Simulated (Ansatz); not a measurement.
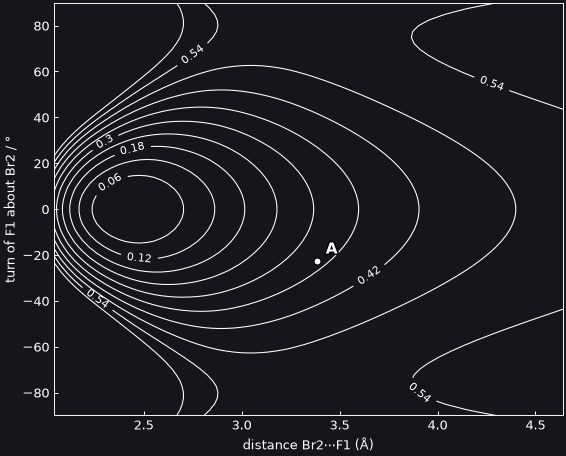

The pair F···BrH, charge −1. The turn is about an axis along (1.00, −0.05, −0.00) in the frame of the relaxed pair, normal to the line between the partners. First axis: distance Br2···F1. Second axis: turn of F1 about Br2. The scan uses a 9 × 9 grid. Points are written as (first, second). Energies: eV, counted from the lowest grid point. Computed with RKS wB97M-V/def2-TZVPD (Ansatz 0.2.0).

The picture shows contour lines labelled in eV (none above 0.6), the point A. Between grid points the surface is interpolated.

### Which way does the force act at A, and how strong is it?

A, at (3.387 Å, −22.5°), is not a stationary point. The computed force is 0.25 eV for each Å towards smaller values of distance Br2···F1 and 0.0033 eV for each degree towards larger values of turn of F1 about Br2.
